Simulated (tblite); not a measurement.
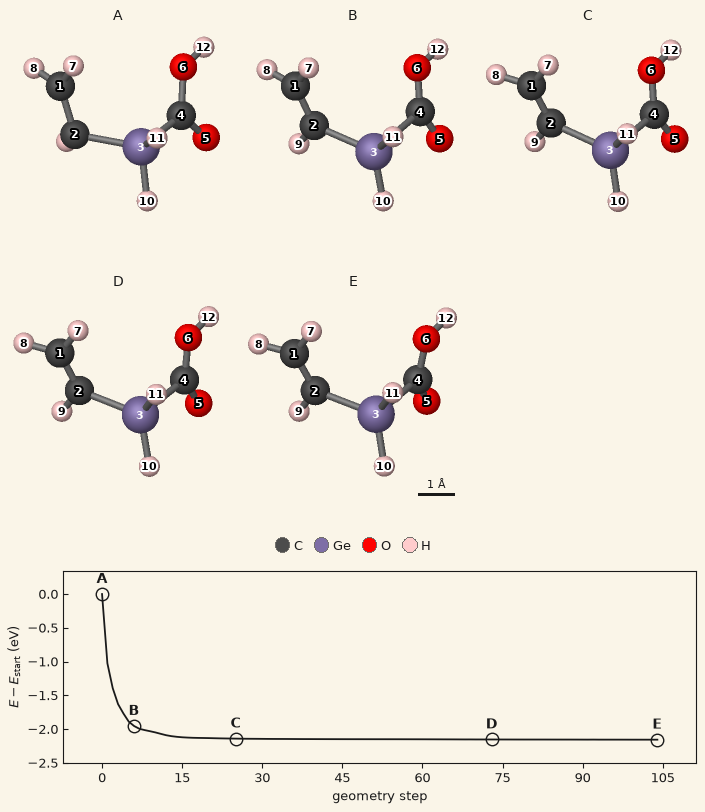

Frames of a relaxation of C₃H₆GeO₂ (charge +1, multiplicity 2), marked on the history of the run. A ball-and-stick model, seen at a tilt.

Computed with tblite 0.8.0, GFN2-xTB geometry optimisation, gas phase. 

### What happens along the run?

Over 104 geometry steps the energy falls by 2.156 eV. The largest move after the best rigid fit is that of O5, 0.51 Å. Largest moves by element: O 0.51 Å, H 0.49 Å, C 0.43 Å, Ge 0.11 Å. Among the contacts that change: Ge3–C4 1.907 → 2.152 Å, C1–C2 1.473 → 1.325 Å, C4–O6 1.382 → 1.275 Å, C4–O5 1.268 → 1.173 Å. Among the angles between lasting bonds that change: C2–Ge3–C4 114.0° → 95.5°, O5–C4–O6 119.8° → 137.7°, C1–C2–H9 109.2° → 122.6°. Groups turn about Ge3–C4 by about 25°. Cost: 0.55 s on 1 thread of Intel(R) Xeon(R) Platinum 8488C (shared host). From step 0 to 6: C2 moves most (0.33 Å), energy −1.954 eV. From step 6 to 25: H8 moves most (0.31 Å), energy −0.187 eV. From step 25 to 73: H12 moves most (0.27 Å), energy −0.013 eV. From step 73 to 104: O5 moves most (0.24 Å), energy −0.003 eV.

```
step  E − E(0), eV
   0        0.0000
   1       -1.0254
   2       -1.3932
   3       -1.6299
   4       -1.7677
   5       -1.8888
   6       -1.9538
   7       -1.9951
   8       -2.0145
   9       -2.0311
  10       -2.0488
  15       -2.1206
  20       -2.1327
  25       -2.1404
  30       -2.1440
  35       -2.1460
  40       -2.1477
  45       -2.1487
  50       -2.1492
  55       -2.1496
  59       -2.1502
  64       -2.1514
  69       -2.1524
  74       -2.1533
  79       -2.1540
  84       -2.1543
  89       -2.1548
  94       -2.1554
  99       -2.1558
 104       -2.1560
```
